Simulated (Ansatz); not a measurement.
System: AlCl3H2OZr···HF.

```tsv
atom	x (Å)	y (Å)	z (Å)
Zr	-0.3741	-0.0591	-0.6211
F	-0.4697	0.9679	2.3760
Cl	1.6603	-0.9612	0.1336
Cl	-0.2938	2.2573	-0.9955
Cl	-0.8081	-1.0265	-2.7205
O	-1.9601	-0.6350	0.4862
Al	-3.5342	-1.3880	0.3813
H	-3.5745	-2.9748	0.2612
H	-4.7933	-0.4159	0.4298
H	-1.2643	0.4971	2.2430
```

Core potentials replace the inner electrons of Zr; not at a stationary point (largest force 1.6 eV/Å).

Method: RKS PBE/def2-SVP (Ansatz).

### What will maps of the electron density and electron localisation function show?

Zr1···F2 (3.17 Å): the density falls to about 0.05 e/Å³ on the way; the ELF dips to about 0 between them.
Al–O (1.75 Å): ρ is about 0.73 e/Å³ halfway; the ELF peaks at about 0.85 in the valence shell of O, 0.7 Å from its nucleus, and is about 0.35 at the midpoint.
Zr–O (2.02 Å): the density is about 0.77 e/Å³ at the midpoint; the ELF peaks at about 0.85 in the valence shell of O, 0.6 Å from its nucleus, and drops to about 0.20 between the two atoms.
Zr–Cl (2.35 Å): the density is about 0.57 e/Å³ at the midpoint; the ELF peaks at about 0.85 in the valence shell of Cl, 0.8 Å from its nucleus, and is about 0.35 at the midpoint.

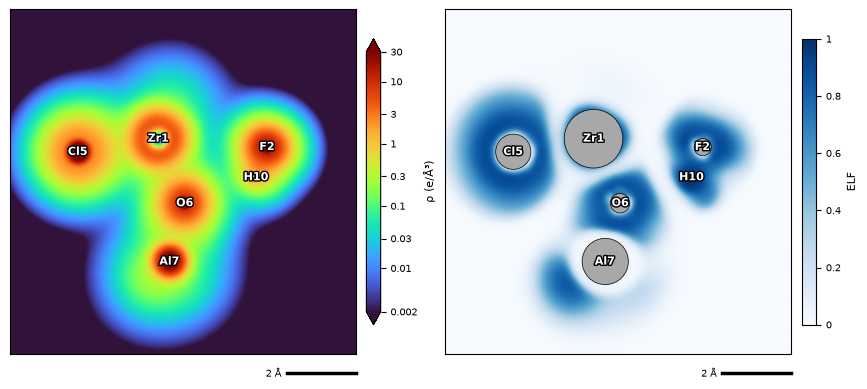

Computed electron density and electron localisation function on the plane of atoms Cl5, Zr1 and O6, in this order. Grey discs cover the atomic cores in the ELF map. 
